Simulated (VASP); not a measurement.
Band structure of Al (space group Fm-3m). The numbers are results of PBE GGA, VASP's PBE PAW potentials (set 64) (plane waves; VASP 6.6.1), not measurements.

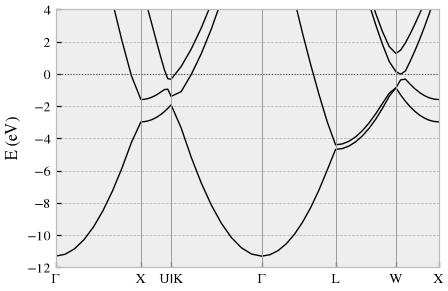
*Bands along high-symmetry lines, zero at the valence-band maximum or, without a gap, the Fermi level*

**Question.** Read the plot: is there a gap, and where are the band edges?

**Answer.** It has no gap at this level: it comes out as a metal or semimetal.

The structure is a typed Al crystal (Fm-3m). The cell was not relaxed at this level.
